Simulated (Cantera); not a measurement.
A closed system holds: 1 mol Si, 0.42 mol H₂O, 770 mol H₂, equilibrated at 0.180 bar.

Equilibrium computed with Cantera from the NASA thermochemical tables; the gas is ideal and each condensed phase is pure. Candidate condensed phases: H₂O, Si, SiO₂; 18 gas species. Mutual solubility and eutectic melting of coexisting phases are not modelled. The tables hold silica as quartz up to 1696 K and as liquid above; real silica turns to tridymite and cristobalite and melts near 1996 K. Equilibrium is a limit: real reactors are often held back by kinetics, nucleation or transport.

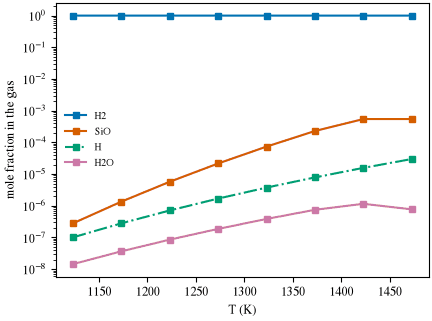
Fig. 1. Equilibrium gas composition (values under 1e-9 drawn at 1e-9)

From 1123 K to 1373 K the condensed part is Si(s) + SiO₂(β-quartz). From 1423 K to 1473 K the condensed part is Si(s). The main Si-bearing gas is SiO throughout.
